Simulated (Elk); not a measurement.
# E(q) of TlCrTe2

Wanted: E(q) for TlCrTe2 and its minimum.

Main program and level: Elk 11.2.3 (patched build); LDA (Perdew-Wang) with U = 4.38 eV on Cr d; all-electron APW+lo, Dirac cores, scalar-relativistic bands.

## (1) The structure

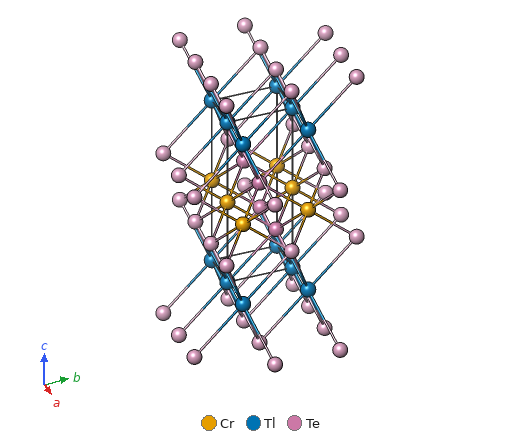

The cell as given, slightly off an axis (chromium orange, thallium blue, tellurium pink). 2×1×1 cells are drawn. Some periodic images of atoms are drawn too.

The cell comes from a database of computed structures and need not be the stable phase.

## (2) Reference state

The energies of all spirals count from this run, made with the same spinor basis and mesh so that errors cancel. A Hubbard U of customary size acts on the open shell; it was not fitted to this crystal.

The moments start as ferro +, in the xy plane (a flat spiral, cone angle 90°).

The last three numbers of an atom's line are a seed field in its sphere. It points against the wanted moment and shrinks by the factor reducebf each loop.

Input file elk.in:

```
tasks
  0

xctype
  3

rgkmax
  7.0

nempty
  12

swidth
  0.005

reducebf
  0.6

epsengy
  1e-06

maxscl
  100

lmaxi
  3

spinsprl
  .true.

spinpol
  .true.

vqlss
  0.000000 0.000000 0.000000

sppath
  './'

avec
  7.76645877359 0.00000000000 0.00000000000
  -3.88322938679 6.72595059531 0.00000000000
  0.00000000000 0.00000000000 15.02121258479

atoms
  3
  'Cr.in'
  1
  0.0000000000 0.0000000000 0.5000000000   -0.300000 0.000000 0.000000
  'Tl.in'
  1
  0.0000000000 0.0000000000 0.0000000000   0.000000 0.000000 0.000000
  'Te.in'
  2
  0.6666666700 0.3333333300 0.6833026200   0.000000 0.000000 0.000000
  0.3333333300 0.6666666700 0.3166973800   0.000000 0.000000 0.000000

ngridk
  8 8 8

dft+u
  1 1
  1 2 0.160962 0.000000
```

On the command line:

```console
> OMP_NUM_THREADS=4 elk
```

Numbers of over 12 decimals in the logs are rounded to 6 here.

The program printed:

```text
Warning(gndstate): core states of species 3 leak from the muffin-tin :   0.4041982872E-03
Warning(gndstate): forces or DFT+U at lmaxo under 8 : 6
  [figures from our tests cut]: type lmaxo 8 and lmaxapw 10

--- INFO.OUT ---
┌─────────────────────────┐
│ Elk code version 11.2.3 │
└─────────────────────────┘

All units are atomic (Hartree, Bohr, etc.)

┌─────────────────────────────────────────────────┐
│ Ground-state run starting from atomic densities │
└─────────────────────────────────────────────────┘

Lattice vectors :
   7.766458774       0.000000000       0.000000000
  -3.883229387       6.725950595       0.000000000
   0.000000000       0.000000000       15.02121258

Reciprocal lattice vectors :
  0.8090154716      0.4670853003      -0.000000000
   0.000000000      0.9341706006       0.000000000
   0.000000000      -0.000000000      0.4182874899

Unit cell volume      :    784.6603481
Brillouin zone volume :   0.3161243129

Muffin-tin inner radius fraction :   0.1000000000E-01

Nuclei treated as point charges

Species : 1 (Cr)
 parameters loaded from : Cr.in
 name : chromium
 nuclear charge    :   -24.00000000
 electronic charge :    24.00000000
 atomic mass :    94783.09202
 muffin-tin radius :    2.400000000
 number of radial points in muffin-tin :    497
 inner part over the whole radius :   0.9857795597E-02
 number on inner part of muffin-tin    :    350
 approximate nuclear radius :   0.6987106690E-04
 number of mesh points to nuclear radius :    165
 atomic positions (lattice), magnetic fields (Cartesian) :
  1 :   0.00000000  0.00000000  0.00000000   -0.30000000  0.00000000  0.00000000

Species : 2 (Tl)
 parameters loaded from : Tl.in
 name : thallium
 nuclear charge    :   -81.00000000
 electronic charge :    81.00000000
 atomic mass :    372567.9643
 muffin-tin radius :    2.800000000
 number of radial points in muffin-tin :    697
 inner part over the whole radius :   0.9778417117E-02
 number on inner part of muffin-tin    :    500
 approximate nuclear radius :   0.1043008296E-03
 number of mesh points to nuclear radius :    263
 atomic positions (lattice), magnetic fields (Cartesian) :
  1 :   0.00000000  0.00000000  0.50000000    0.00000000  0.00000000  0.00000000

Species : 3 (Te)
 parameters loaded from : Te.in
 name : tellurium
 nuclear charge    :   -52.00000000
 electronic charge :    52.00000000
 atomic mass :    232600.5708
 muffin-tin radius :    2.600000000
 number of radial points in muffin-tin :    597
 inner part over the whole radius :   0.9992174838E-02
 number on inner part of muffin-tin    :    426
 approximate nuclear radius :   0.8944870508E-04
 number of mesh points to nuclear radius :    215
 atomic positions (lattice), magnetic fields (Cartesian) :
  1 :  -0.33333333  0.33333333  0.18330262    0.00000000  0.00000000  0.00000000
  2 :   0.33333333 -0.33333333 -0.18330262    0.00000000  0.00000000  0.00000000

Total number of atoms per unit cell :    4
Total muffin-tin volume :    297.1025116
 ratio of muffin-tin to unit cell volume :   0.3786383655

Spin treatment :
 spin-polarised
 global magnetic field (Cartesian) :    0.000000000       0.000000000       0.000000000
 non-collinear magnetisation
 spin-spiral state assumed
  q-vector (lattice)   :    0.000000000       0.000000000       0.000000000
  q-vector (Cartesian) :    0.000000000       0.000000000       0.000000000
  q-vector length      :    0.000000000

Number of Bravais lattice symmetries :   24
Number of crystal symmetries         :   12
Crystal has inversion symmetry
Real symmetric eigensolver will be used

k-point grid :      8     8     8
k-point offset :    0.000000000       0.000000000       0.000000000
k-point set is reduced with full crystal symmetry group
Total number of k-points :       65

Muffin-tin radius times maximum |G+k| :    7.000000000
 using average radius
Maximum |G+k| for APW functions       :    2.692307692
Maximum (1/2)|G+k|²                   :    3.624260355
Maximum |G| for potential and density :    12.00000000
Constant for pseudocharge density :    8
 order of it for each species :   15  15  15
 order of it for pair densities of each species (exact exchange by exxq0 0: 15) :    8  11  10
Radial integration step length :    1

G-vector grid sizes :     30    30    60
Number of G-vectors :    22971

Maximum angular momentum used for
 APW functions            :    8
 outer part of muffin-tin :    6
 inner part of muffin-tin :    3

Total nuclear charge    :   -209.0000000
Total core charge       :    144.0000000
Total valence charge    :    65.00000000
Total excess charge     :    0.000000000
Total electronic charge :    209.0000000

Effective Wigner radius, rₛ :   0.9641596161

Number of empty states         :     48
Total number of valence states :    162
Total number of core states    :    144

Third-order local-orbitals added for an l without core states : T
Total number of local-orbitals :     70

Exchange-correlation functional :      3     0     0
 Perdew-Wang/Ceperley-Alder, Phys. Rev. B 45, 13244 (1992)
 gradient requirement :    0
 local density approximation (LDA)

DFT+U calculation
 fully localised limit (FLL)
 see Phys. Rev. B 52, R5467 (1995)
 species : 1 (Cr), l = 2, U =   0.16096200, J =   0.00000000

Smearing type :    3
 Fermi-Dirac
Smearing width :   0.5000000000E-02
Effective electronic temperature (K) :    1578.875124

Mixing type :    3
 Broyden mixing, J. Phys. A: Math. Gen. 17, L317 (1984)

Kohn-Sham potential initialised from atomic data

┌──────────────────────────────┐
│ Self-consistent loop started │
└──────────────────────────────┘

┌─────────────────┐
│ Loop number : 1 │
└─────────────────┘

Energies :
 Fermi                       :     0.101133
 sum of occupied eigenvalues :     -21402.828309004
 electron kinetic            :      38905.895327701
 core electron kinetic       :      38243.248226713
 Coulomb                     :     -73057.631176125
 Coulomb potential           :     -59298.259498106
 nuclear-nuclear             :     -2911.8218648116
 electron-nuclear            :     -81043.893194438
 Hartree                     :      10898.083883124
 Madelung                    :     -43408.501427072
 xc potential                :     -1010.3636043247
 xc effective B-field        :    -0.108936
 external B-field            :      0.000000
 exchange                    :     -737.40231662062
 correlation                 :     -20.479837601732
 DFT+U                       :     0.146116
 electron entropic           :    -0.44366287879813E-02
 total energy                :     -34909.476323115
 (external B-field energy excluded from total)

Density of states at Fermi energy :    48.29690727
 (states/Hartree/unit cell)

[...]
electron-nuclear            :     -81046.202237163
 Hartree                     :      10899.645961359
 Madelung                    :     -43409.664922553
 xc potential                :     -1011.7336410262
 xc effective B-field        :    -0.139917
 external B-field            :      0.000000
 exchange                    :     -737.48124034587
 correlation                 :     -20.478979258982
 DFT+U                       :     0.173789
 electron entropic           :    -0.53915876157480E-03
 total energy                :     -34909.719538549
 (external B-field energy excluded from total)

Density of states at Fermi energy :    4.857596447
 (states/Hartree/unit cell)

Estimated indirect band gap :   0.7842085470E-02
 from k-point 60 to k-point 45
Estimated direct band gap   :   0.1777779371E-01
 at k-point 60

Charges :
 core                        :    144.0000000
 valence                     :    65.00000000
 interstitial                :    7.213467144
 muffin-tins (core leakage)
  species : 1 (Cr)
   atom 1                    :    21.71522673     ( -0.3576939216E-05)
  species : 2 (Tl)
   atom 1                    :    79.36217183     (  0.3129823742E-04)
  species : 3 (Te)
   atom 1                    :    50.35456715     (  0.4139391232E-03)
   atom 2                    :    50.35456715     (  0.4139391232E-03)
 total in muffin-tins        :    201.7865329
 total calculated charge     :    208.9984943
 total charge                :    209.0000000
 error                       :   0.1505739420E-02

Moments :
 interstitial                :   0.3384850502      0.1534154348E-06  0.3136528386E-07
 muffin-tins
  species : 1 (Cr)
   atom 1                    :    2.712805251      0.5221304555E-06  0.2774016657E-08
  species : 2 (Tl)
   atom 1                    :   0.2190497737E-02 -0.4085851176E-07  0.8398727952E-08
  species : 3 (Te)
   atom 1                    :  -0.3523436414E-01  0.5285485844E-07  0.3558404938E-08
   atom 2                    :  -0.3523436414E-01  0.5285485844E-07  0.3558404938E-08
 total in muffin-tins        :    2.644527021      0.5869816606E-06  0.1828955448E-07
 total moment                :    2.983012071      0.7403970954E-06  0.4965483835E-07

RMS change in Kohn-Sham potential (target) :   0.1944837487     (  0.1000000000E-05)
Absolute change in total energy (target)   :   0.2432154338     (  0.1000000000E-05)

[... loops 3 to 30 left out ...]

┌──────────────────┐
│ Loop number : 31 │
└──────────────────┘

Energies :
 Fermi                       :     0.180327
 sum of occupied eigenvalues :     -21386.292392692
 electron kinetic            :      38915.540256993
 core electron kinetic       :      38245.623905125
 Coulomb                     :     -73066.056662878
 Coulomb potential           :     -59295.272078088
 nuclear-nuclear             :     -2911.8218648116
 electron-nuclear            :     -81063.972671552
 Hartree                     :      10909.737873485
 Madelung                    :     -43418.420623834
 xc potential                :     -1006.3429785801
 xc effective B-field        :    -0.217593
 external B-field            :      0.000000
 exchange                    :     -738.14955801238
 correlation                 :     -20.491367929720
 DFT+U                       :     0.239317
 electron entropic           :    -0.25888635695428E-02
 total energy                :     -34908.920603735
 (external B-field energy excluded from total)

Density of states at Fermi energy :    29.92745885
 (states/Hartree/unit cell)

Estimated indirect band gap :   0.2647433938E-02
 from k-point 26 to k-point 10
Estimated direct band gap   :   0.9211777928E-02
 at k-point 33

Charges :
 core                        :    144.0000000
 valence                     :    65.00000000
 interstitial                :    6.954108721
 muffin-tins (core leakage)
  species : 1 (Cr)
   atom 1                    :    22.55454232     ( -0.3576939374E-05)
  species : 2 (Tl)
   atom 1                    :    79.46478887     (  0.2976831623E-04)
  species : 3 (Te)
   atom 1                    :    50.01328005     (  0.4041982818E-03)
   atom 2                    :    50.01328005     (  0.4041982818E-03)
 total in muffin-tins        :    202.0458913
 total calculated charge     :    208.9982439
 total charge                :    209.0000000
 error                       :   0.1756096691E-02

Moments :
 interstitial                :   0.9881796019E-01  0.1992928800E-04  0.1188412051E-04
 muffin-tins
  species : 1 (Cr)
   atom 1                    :    3.517287835      0.6098872112E-03  0.1457868709E-06
  species : 2 (Tl)
   atom 1                    :  -0.2858934933E-01 -0.7693315812E-05  0.3001922266E-05
  species : 3 (Te)
   atom 1                    :  -0.2169982228     -0.3180675395E-04  0.8460774589E-05
   atom 2                    :  -0.2169982228     -0.3180675395E-04  0.8460774589E-05
 total in muffin-tins        :    3.054702040      0.5385803875E-03  0.2006925831E-04
 total moment                :    3.153520000      0.5585096755E-03  0.3195337883E-04

RMS change in Kohn-Sham potential (target) :   0.2325520428E-06 (  0.1000000000E-05)
Absolute change in total energy (target)   :   0.2999513526E-06 (  0.1000000000E-05)

Convergence targets achieved

┌──────────────────┐
│ Loop number : 32 │
└──────────────────┘

Energies :
 Fermi                       :     0.180327
 sum of occupied eigenvalues :     -21386.292393649
 electron kinetic            :      38915.540254413
 core electron kinetic       :      38245.623905663
 Coulomb                     :     -73066.056663237
 Coulomb potential           :     -59295.272079229
 nuclear-nuclear             :     -2911.8218648116
 electron-nuclear            :     -81063.972670817
 Hartree                     :      10909.737872392
 Madelung                    :     -43418.420623622
 xc potential                :     -1006.3429758155
 xc effective B-field        :    -0.217593
 external B-field            :      0.000000
 exchange                    :     -738.14955783849
 correlation                 :     -20.491367946658
 DFT+U                       :     0.239317
 electron entropic           :    -0.25888580091392E-02
 total energy                :     -34908.920606576
 (external B-field energy excluded from total)

Density of states at Fermi energy :    29.92738444
 (states/Hartree/unit cell)

Estimated indirect band gap :   0.2647528050E-02
 from k-point 26 to k-point 10
Estimated direct band gap   :   0.9211738478E-02
 at k-point 33

Charges :
 core                        :    144.0000000
 valence                     :    65.00000000
 interstitial                :    6.954108834
 muffin-tins (core leakage)
  species : 1 (Cr)
   atom 1                    :    22.55454199     ( -0.3576939791E-05)
  species : 2 (Tl)
   atom 1                    :    79.46478886     (  0.2976831434E-04)
  species : 3 (Te)
   atom 1                    :    50.01328016     (  0.4041982872E-03)
   atom 2                    :    50.01328016     (  0.4041982872E-03)
 total in muffin-tins        :    202.0458912
 total calculated charge     :    208.9982439
 total charge                :    209.0000000
 error                       :   0.1756096961E-02

Moments :
 interstitial                :   0.9881805245E-01  0.2040294100E-04  0.1188703418E-04
 muffin-tins
  species : 1 (Cr)
   atom 1                    :    3.517286228      0.6256324704E-03  0.3881899405E-06
  species : 2 (Tl)
   atom 1                    :  -0.2858932490E-01 -0.7815236150E-05  0.2999086318E-05
  species : 3 (Te)
   atom 1                    :  -0.2169976744     -0.3273119090E-04  0.8442958935E-05
   atom 2                    :  -0.2169976744     -0.3273119090E-04  0.8442958935E-05
 total in muffin-tins        :    3.054701554      0.5523548524E-03  0.2027319413E-04
 total moment                :    3.153519607      0.5727577934E-03  0.3216022831E-04

┌──────────────────────────────┐
│ Self-consistent loop stopped │
└──────────────────────────────┘

Warning : core states of species 3 leak from the muffin-tin :   0.4041982872E-03

Warning : forces or DFT+U at lmaxo under 8 : 6

Wrote STATE.OUT
```

Run time: 22 min. Hardware: 4 threads of Arm Neoverse N1, shared host; peak memory 0.53 GiB.

Spin moment in the muffin-tin sphere by atom:

```tsv
atom	x (μB)	y (μB)	z (μB)	size
Cr1	3.52	0.00	0.00	3.52
Tl2	-0.03	0.00	0.00	0.03
Te3	-0.22	0.00	0.00	0.22
Te4	-0.22	0.00	0.00	0.22
```

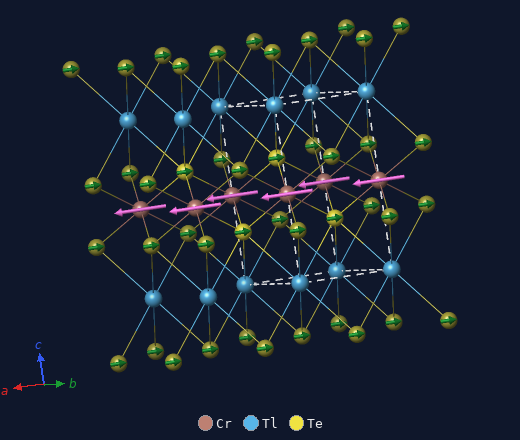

Spin moment in the muffin-tin sphere as arrows, the longest 3.52 μB. Each arrow also spans its atom, so small moments look longer than they are. The two directions have two colours. 2×1×1 cells are drawn. Some periodic images of atoms are drawn too.

This step gave:

```
density of states at the Fermi level : 1.100 states/eV/cell
moment between the spheres           : 0.09882, 0, 0 μB
magnetization                        : 3.154, 5.73e-4, 0 μB
final state                          : ferromagnetic
```

After 32 cycles the largest moment stands at 3.52 μB.

(Continued in part 2 of 2.)

[Logs and program files are shortened in this print: banners, set-up blocks, solver, clock and traceback lines can be left out without a mark of their own.]

[Logs are printed without paths, hosts, clocks, repeated set-up lines and the standing remarks that a program may print on its own settings, such as how far it seeks lower states.]

[Hosts, paths, dates, database ids (printed as entryN), source tags and the programs' standing remarks are cut or masked in the printed files.]

[Where a cell is said to come from a database of computed structures, the database is the Materials Project.]
